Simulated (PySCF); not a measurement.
Sn(Et)(OMe)(NH2)2, C3H12N2OSn, SMILES C[CH2][Sn]([NH2])([NH2])[O]C at its GFN2-xTB optimised geometry (Å):

```
19

C     -1.3602    -2.1313     2.0127
C     -2.0067    -0.7704     1.8993
Sn    -1.5476     0.2698     0.0000
N     -2.0756    -0.4225    -1.8712
N     -2.3028     2.1786     0.0000
O      0.4829     0.2698     0.0000
C      1.2948     0.6587    -1.0654
H     -0.2799    -2.0506     1.9299
H     -1.6007    -2.5684     2.9822
H     -1.7173    -2.8078     1.2382
H     -1.6601    -0.1083     2.6874
H     -3.0917    -0.8342     1.9520
H     -3.0804    -0.4300    -2.0019
H     -1.7539    -1.3688    -2.0430
H     -1.7404     2.8078     0.5631
H     -2.3189     2.5703    -0.9357
H      1.0347     0.1476    -1.9951
H      1.2518     1.7379    -1.2406
H      2.3189     0.3911    -0.7939
```

Method: PBE0/def2-SVP, def2 effective core potentials past Kr run with PySCF. The core electrons that the potentials of Sn replace are not part of the density.

Map of the log10 of the electron density (e/bohr³), floored at −4 on the plane z = 1.2 Å:

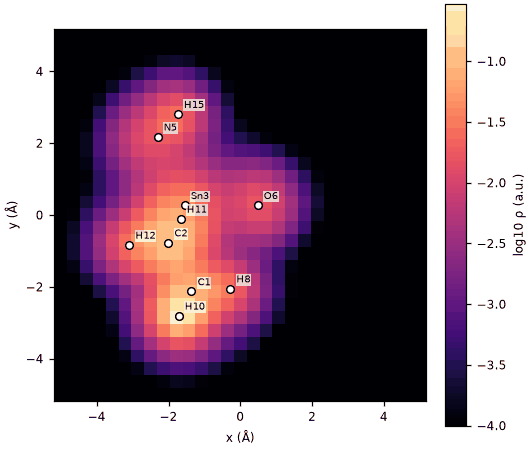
Figure. Log10 of the electron density (e/bohr³), floored at −4 on the plane z = 1.2 Å.
